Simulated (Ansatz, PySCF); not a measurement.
Pulling on the N4–H6 bond in CH6BN (SMILES BNC) (multiplicity 1 held, fragments rigid). Energies count from the point at 1.009 Å.
Geometry at that point (charge 0, multiplicity 1):
```xyz
9

B     -0.17378     0.16936     1.35985
H     -1.04663     0.51555     2.09588
H      0.90497    -0.15003     1.76047
N     -0.42136     0.13750    -0.00246
C      0.50466    -0.25211    -1.05319
H     -1.33201     0.40682    -0.34423
H      0.67789     0.56737    -1.75578
H      0.12956    -1.11044    -1.61689
H      1.45669    -0.52593    -0.60231
```

Restricted levels (R-, RO-) in cc, def2 and unpolarised 6-31G sets keep to the state of the molecule at rest. U- levels take the lowest unrestricted solution at each point, which mixes spins at long bonds. Active spaces are followed from a long bond inwards. Levels need not reach the same state.

Correlated levels freeze the cores. Rows in 6-31G* carry no dispersion term and start afresh at each structure (6-31G* with six Cartesian d functions).

Run with Ansatz (an electronic-structure program); PySCF for 6-31G* rows. Each number belongs to the level named beside it.

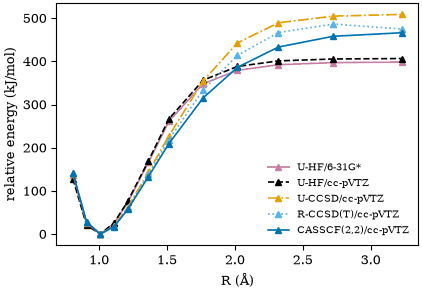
*Relative energy along the coordinate*

Doubts at one or more of the structures used: a spin-contaminated determinant (U-HF/6-31G*, U-HF/cc-pVTZ, U-CCSD/cc-pVTZ); T1 above 0.05 (U-CCSD/cc-pVTZ); a restricted determinant that unrestricted orbitals would lower (R-CCSD(T)/cc-pVTZ); other coupled-cluster roots lie near (R-CCSD(T)/cc-pVTZ).
